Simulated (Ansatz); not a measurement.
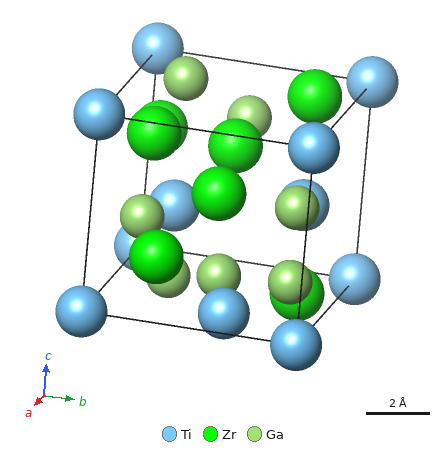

Structure drawing (spheres-only), viewed slightly off an axis. The frame is the simulation cell; atoms at its boundary are shown with their periodic copies. Cell: a = 7.910 Å, b = 7.069 Å, c = 6.359 Å, α = 94.71°, β = 112.25°, γ = 90.95°.

The solid is Zr3Ti2Ga3. Its symmetry is the lowest possible, P1. The atoms show no order inside the cell. Cell content 6 Zr, 4 Ti, 6 Ga; Z = 2.

Note that this is a made-up disordered cell, and that it hasn't been relaxed. It was run through Ansatz as a DFT input.

At this level of theory the cell isn't at rest (forces up to 2.4 eV/Å), so its distances can differ from those at equilibrium, the more so the softer the solid.
